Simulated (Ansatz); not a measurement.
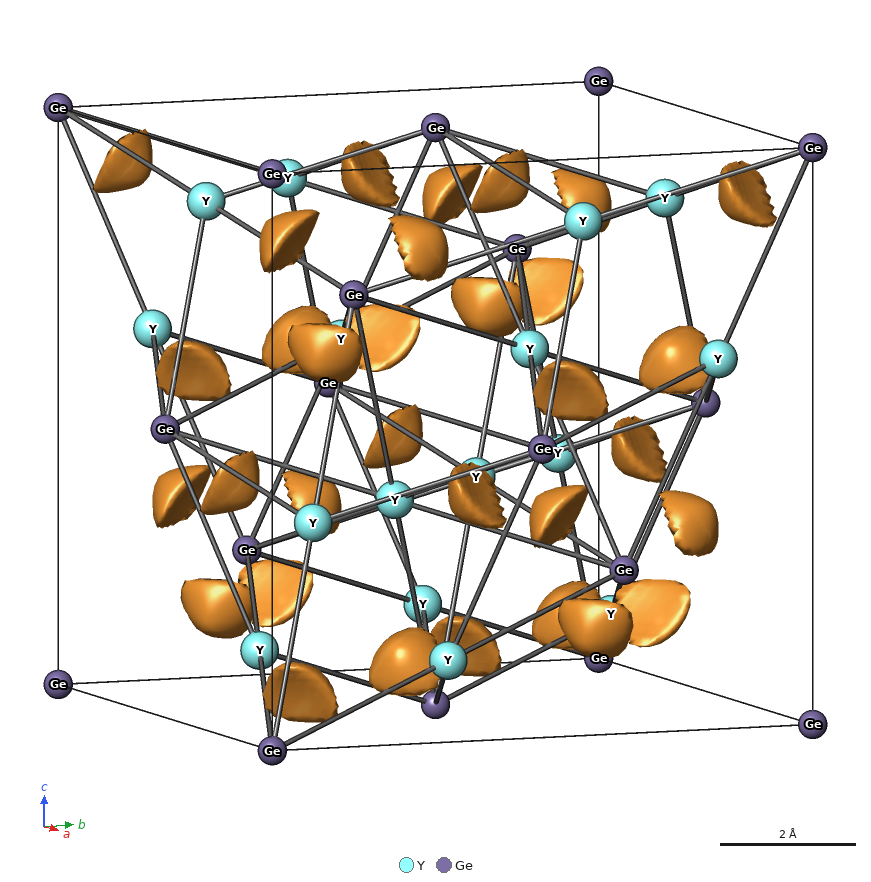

*Y₂Ge. Isosurface of the ELF at 0.65 (orange), seen slightly off an axis. Core shells and regions of very low density are left out. Sticks mark near contacts.*

Space group Fd-3m; started from the cubic Laves (C15)_227 prototype, which need not be the ambient phase.

All numbers below come from DFT r2SCAN, scalar-relativistic, plane waves, PAW in Ansatz 0.2.0.

```
CELL_PARAMETERS angstrom
8.62269 0.00000 0.00000
0.00000 8.62269 0.00000
0.00000 0.00000 8.62269
ATOMIC_POSITIONS crystal
Y 0.62500 0.12500 0.12500
Y 0.12500 0.62500 0.12500
Y 0.12500 0.12500 0.62500
Y 0.62500 0.62500 0.62500
Y 0.62500 0.37500 0.37500
Y 0.12500 0.87500 0.37500
Y 0.12500 0.37500 0.87500
Y 0.62500 0.87500 0.87500
Y 0.87500 0.37500 0.12500
Y 0.37500 0.87500 0.12500
Y 0.37500 0.37500 0.62500
Y 0.87500 0.87500 0.62500
Y 0.87500 0.12500 0.37500
Y 0.37500 0.62500 0.37500
Y 0.37500 0.12500 0.87500
Y 0.87500 0.62500 0.87500
Ge 0.00000 0.00000 0.00000
Ge 0.50000 0.50000 0.00000
Ge 0.50000 0.00000 0.50000
Ge 0.00000 0.50000 0.50000
Ge 0.25000 0.25000 0.25000
Ge 0.75000 0.75000 0.25000
Ge 0.75000 0.25000 0.75000
Ge 0.25000 0.75000 0.75000
```

Question: Describe the localisation domains.

Answer: The surface consists of 32 pockets between the atoms, centred on no nucleus (multi-centre or interstitial), counted in one cell of 24 atoms. Regions shared between cells count once. Along the contacts the grid gives the following. Y–Ge (3.57 Å): the ELF peaks at about 0.65 in the valence shell of Ge, 1.3 Å from its nucleus, and drops to about 0.10 between the two atoms.
